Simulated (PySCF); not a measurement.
**C$_{4}$H$_{11}$FSSi (SMILES CC(C)(CS)[SiH2]F): density, localisation and related maps**

Input

```
{"job": {"kind": "uv", "xc": "CAM-B3LYP", "basis": "def2-SVPD", "nstates": 8, "ntriplets": 3}, "charge": 0, "multiplicity": 1}
C     -1.102586     0.246520    -1.290426
C     -0.126759     0.167408    -0.110182
C     -0.262381     1.436552     0.734461
C      1.286799     0.099460    -0.686643
S      2.588122    -0.185401     0.565654
Si    -0.521564    -1.375667     0.956069
F     -2.121033    -1.385001     1.151966
H     -1.039316    -0.643840    -1.913706
H     -2.123594     0.336825    -0.928115
H     -0.882378     1.114442    -1.911897
H     -1.242791     1.483842     1.202791
H      0.494729     1.460069     1.515800
H     -0.137925     2.323544     0.112969
H      1.557132     1.049121    -1.152967
H      1.376639    -0.691551    -1.430375
H      2.461607    -1.508225     0.634546
H      0.017832    -1.311486     2.302200
H     -0.231294    -2.610296     0.236199
```

Command:

```sh
OMP_NUM_THREADS=1 python probes_run.py task.json out
```

Geometry: GFN2-xTB.

Level of theory: CAM-B3LYP/def2-SVPD, SCF density, gas phase in PySCF 2.14.0.

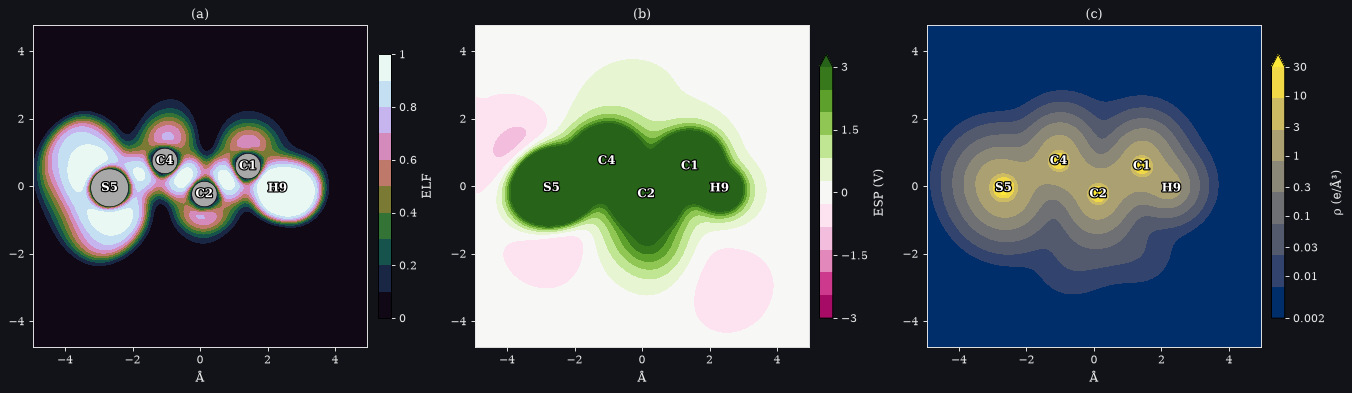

Figure 1. (a) ELF; (b) molecular electrostatic potential; (c) total electron density on the plane of atoms C1, C2 and C4. Grey discs cover the atomic cores in the ELF map.

Describe what can be read from this map.

The plane passes through C, S and H nuclei. C–C (1.53 Å): ρ is about 1.7 e/Å³ halfway; the ELF peaks at about 0.95 between the atoms, as expected for a shared electron pair. C–S (1.83 Å): the density is about 1.2 e/Å³ at the midpoint; the ELF peaks at about 0.95 between the atoms, as expected for a shared electron pair. C–H (1.09 Å): ρ is about 2 e/Å³ halfway; the ELF climbs to about 1 towards the hydrogen, as it does in any bond to H; a covalent bond by its length. The ELF also peaks beside S5, away from the bonds: lone-pair regions. Outside the dense part of the molecule the potential is most negative (−1.0 V) near S5.

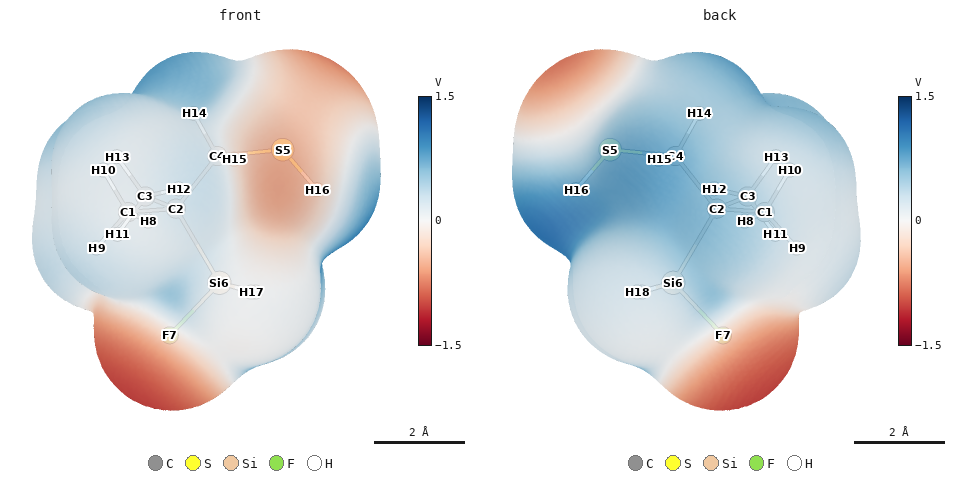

Figure 2. The electrostatic potential painted on the density surface at 0.001 e/bohr³, seen from the front and from behind; the colour scale runs from red (negative) to blue (positive).

Which sites attract a positive test charge, and which a negative one?

A positive charge is drawn to the negative regions and a negative charge to the positive ones. The most negative region (about −1.0 V) lies over F7, the most positive (about +1.1 V) over H16.
